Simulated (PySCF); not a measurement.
C2H9BrO2Si2

The calculation's input:

```
{"job": {"kind": "uv", "xc": "wB97X-D", "basis": "def2-SVPD", "nstates": 8, "ntriplets": 3}, "charge": 0, "multiplicity": 1}
C     -2.942201    -1.325798     0.453059
O     -1.575105    -1.162101     0.253026
Si    -0.863306    -0.105855    -0.718261
Br    -1.453689     1.945814    -0.147672
O      0.676591    -0.355138    -0.388556
C      1.791718     0.426151    -0.761244
Si     2.743222     0.870124     0.837587
H     -3.418797    -1.709971    -0.451944
H     -3.079116    -2.040989     1.263560
H     -3.416159    -0.377746     0.722932
H     -1.223918    -0.219610    -2.122641
H      2.392716    -0.168761    -1.454385
H      1.466956     1.318935    -1.302580
H      3.939403     1.609089     0.431108
H      1.868804     1.689977     1.672875
H      3.085283    -0.385177     1.504175
```

Command:

```sh
OMP_NUM_THREADS=1 python probes_run.py task.json out
```

Geometry: GFN2-xTB.

Computed with wB97X-D/def2-SVPD, SCF density, gas phase in PySCF 2.14.0.

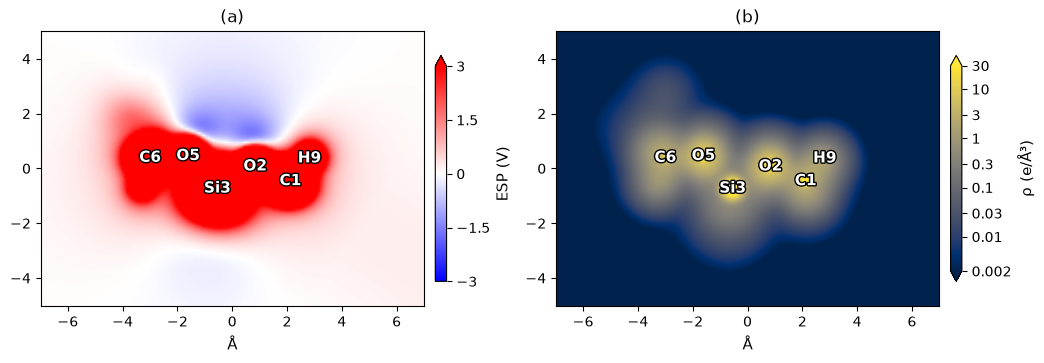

Figure 1. (a) molecular electrostatic potential; (b) electron density on the plane of atoms O2, Si3 and O5.

### Read the bonding off the picture.

- The plane passes through C, O, Si and H nuclei.
- C–O (1.39 Å): ρ at the midpoint is about 2.1 e/Å³, with its minimum of 1.7 e/Å³ about 0.5 Å from C.
- Si–O (1.59 Å): ρ at the midpoint is about 1.2 e/Å³.
- C–H (1.09 Å): ρ at the midpoint is about 2 e/Å³.
- Outside the dense part of the molecule the potential is most negative (−1.6 V) near O2.

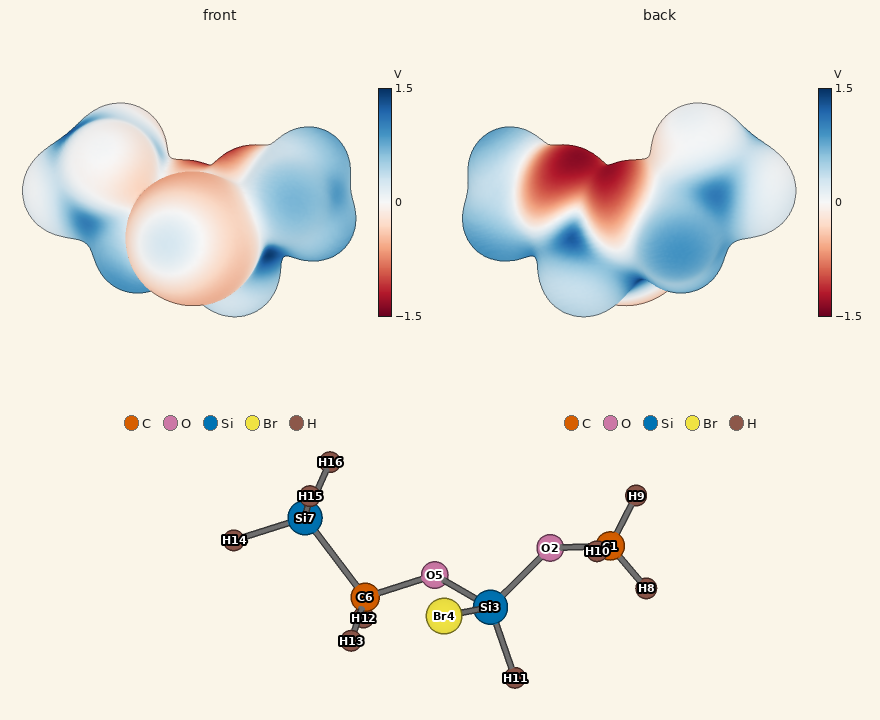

Figure 2. The molecular electrostatic potential painted on the density surface at 0.002 e/bohr³, seen from the front and from behind; the colour scale runs from red (negative) to blue (positive). The bare structure is drawn below in the same view.

### Which sites attract a positive test charge, and which a negative one?

A positive charge is drawn to the negative regions and a negative charge to the positive ones. The most negative region (about −1.3 V, or −30 kcal/mol for a unit charge) lies over O2 and O5, the most positive (about +1.3 V, or +30 kcal/mol for a unit charge) over Si3 and Si7. Br4 shows a σ-hole: about +0.2 V at the tip opposite its bond, against about −0.4 V, or −9 kcal/mol for a unit charge on its flanks.
